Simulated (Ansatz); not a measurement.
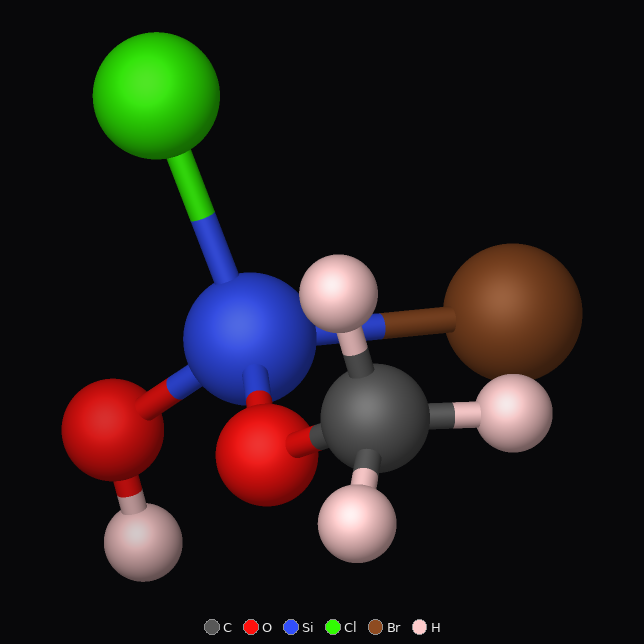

Computed geometry: PBE0-D4/def2-TZVP optimisation. No frequency run is at hand to confirm it as a minimum.

Give the structural formula.

SMILES: CO[Si@@](O)(Cl)Br

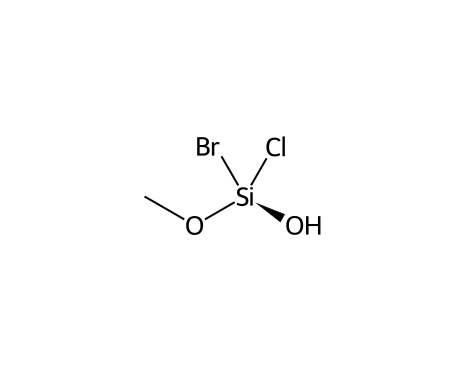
